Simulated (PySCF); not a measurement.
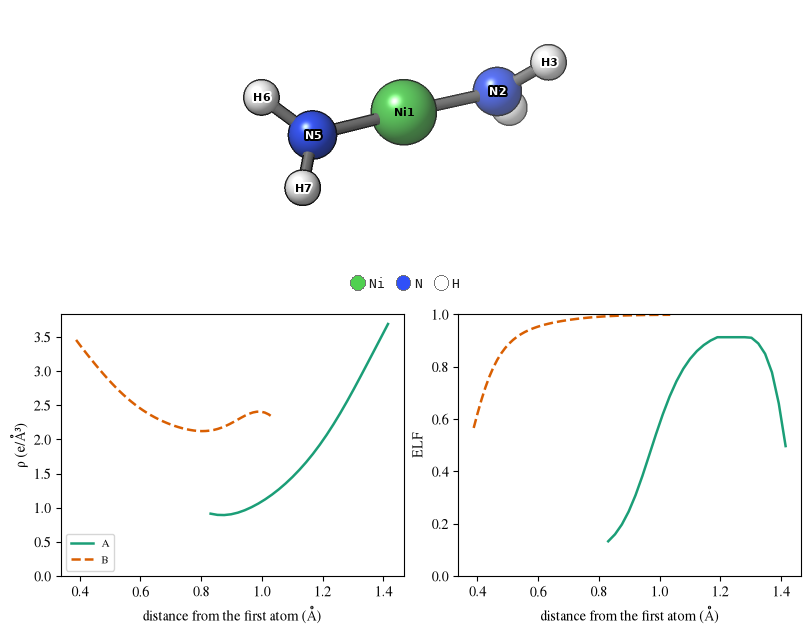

*H$_{4}$N$_{2}$Ni (charge +1, quartet). Electron density and ELF along straight lines between neighbouring atoms. The curves leave out the atomic cores. The structure is drawn too.*

Geometry: BP86-D3(BJ)/def2-SVP.

Theory: DFT single point, gas phase, functional PBE0 (PySCF).

```xyz
7

Ni    0.0292   -0.0236   -0.0197
N     0.0664   -0.2102    1.7671
H     0.2225    0.5527    2.4494
H    -0.0790   -1.0955    2.2841
N    -0.0569    0.2101   -1.7998
H     0.7407    0.1522   -2.4575
H    -0.9139    0.4376   -2.3345
```

> Which curve belongs to which contact (Ni–N and N–H)? The first atom named is at distance zero.

Curve A: Ni–N (1.80 Å): the density is about 0.91 e/Å³ at the midpoint; the ELF peaks at about 0.90 in the valence shell of N, 0.6 Å from its nucleus, and is about 0.25 at the midpoint. Curve B: N–H (1.04 Å): the density is about 2.8 e/Å³ at the midpoint; the ELF climbs to about 1 towards the hydrogen, as it does in any bond to H: an ordinary covalent bond to hydrogen.
